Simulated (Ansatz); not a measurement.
## Electronic structure of H3OSSi (doublet) in real space

The calculation's input:

```
crystal:
  periodic: [false, false, false]
  atoms:
    - {symbol: O, position_ang: [-1.492047, -1.062403, -0.401144]}
    - {symbol: S, position_ang: [-0.408432, -0.799461, 0.843998]}
    - {symbol: Si, position_ang: [0.420600, 1.079320, 0.286929]}
    - {symbol: H, position_ang: [-1.027738, -1.566542, -1.078607]}
    - {symbol: H, position_ang: [1.113768, 1.004730, -1.036152]}
    - {symbol: H, position_ang: [1.393859, 1.344346, 1.384986]}
basis:
  gaussian: {orbitals: def2-TZVPP}
magnetization: {spin_polarized: true, initial_magnetization: 1}
hamiltonian: {xc: pbe0, dispersion: d4}
output: {orbitals: {seedname: orbitals}}
```

Launched as:

```sh
ansatz run in.yaml --threads 2 --pin off --events-out ev --progress --plain --max-ram 4352MiB
```

Geometry: PBE0-D4/def2-TZVP.

Method: UKS PBE0-D4/def2-TZVPP (Ansatz 0.2.0).

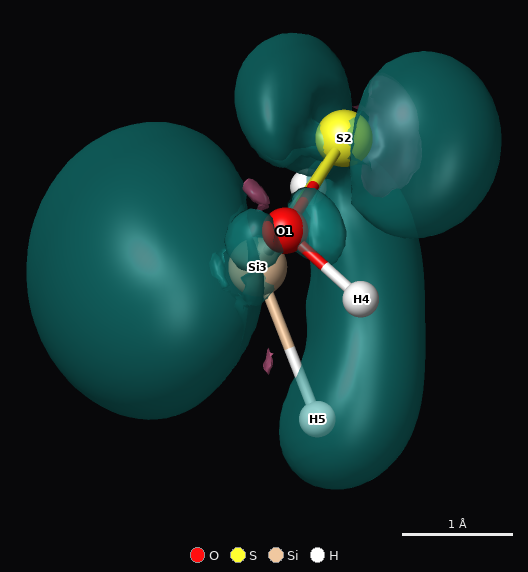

Figure 1. Isosurfaces of the spin density at +0.015 (teal) and −0.015 e/Å³ (pink), seen at an oblique angle.

Describe the spin distribution.

The unpaired spin (1 electron) lies mostly on Si3 (about 0.7), S2 (about 0.2) and H5 (about 0.1), in electrons by Hirshfeld's partition.

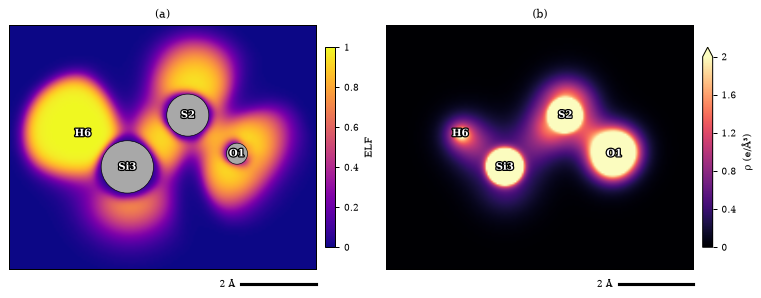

Figure 2. (a) ELF; (b) total electron density on the plane of atoms S2, Si3 and H6. Grey discs cover the atomic cores in the ELF map.

What does the map show?

The plane passes through O, S, Si and H nuclei. S–O (1.67 Å): ρ is about 1.4 e/Å³ halfway; the ELF peaks at about 0.80 between the atoms (a shared but strongly polarised pair). Si–S (2.13 Å): ρ at the midpoint is about 0.87 e/Å³; the ELF peaks at about 0.90 between the atoms: a shared electron pair. Si–H (1.49 Å): ρ at the midpoint is about 0.8 e/Å³; the ELF climbs to about 1 towards the hydrogen, as it does in any bond to H. The ELF also peaks beside O1 and S2, away from the bonds: non-bonding electrons, paired or unpaired.

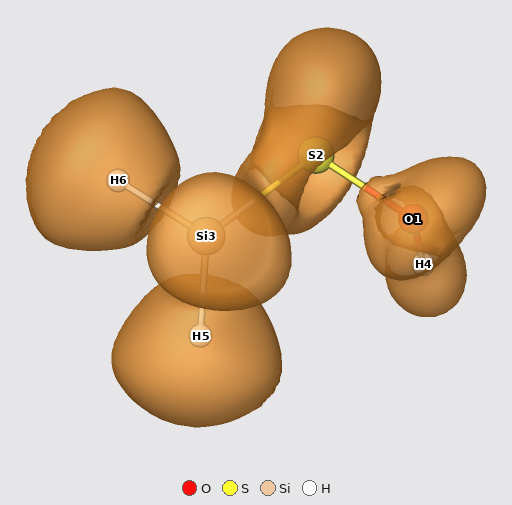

Figure 3. Isosurface of the ELF at 0.75 (orange), seen at a tilt. Only the valence region is drawn (cores and ρ < 0.01 e/Å³ removed).

Identify the bonds, lone pairs and shells in this picture.

The ELF exceeds this value in two regions around hydrogen nuclei, one region on S in which the atom's valence shell and bonds are merged, one lobe on Si, pointing away from the bonds (non-bonding electrons) and one joined region spread over several atoms (H, O), in which their bonds and any lone pairs are merged.
